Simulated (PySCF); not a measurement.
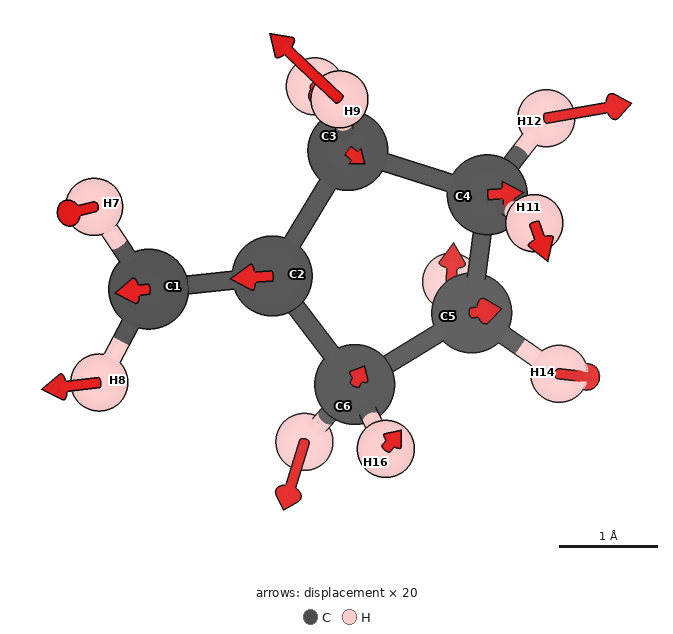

This is a relaxation of C6H10. The starting structure is drawn; red arrows show the displacements, magnified 20 times. The two geometries are superimposed by the best rigid fit.

The picture is a ball-and-stick view, seen at a tilt.

The start comes from MMFF94s.

Method: PBE0-D3(BJ)/def2-SVP geometry optimisation, gas phase in PySCF 2.14.0, density-fitted response routines. 

Q: Which element moves most?

A: Hydrogen: up to 0.055 Å, against 0.023 Å for carbon.

Q: What did the optimiser do to the structure, and how much energy did it gain?

A: The largest moves after the best rigid fit, 0.055 Å, are those of H atoms. By element the largest moves are H 0.055 Å, C 0.023 Å. Some distances before and after: C–C 1.504 → 1.516 Å, C–H 1.096 → 1.105 Å, C–H 1.086 → 1.094 Å, C–C 1.524 → 1.531 Å. Bond angles that change, for instance: H–C–H 109.3° → 106.7°, C–C–H 111.4° → 113.8°, C–C–C 110.6° → 108.3°. Over 4 geometry steps the energy falls by 5.03 kJ/mol. Largest force component: 1.2 eV/Å at the start, 0.011 eV/Å at the end. The run took about 29 core-seconds on a shared host.
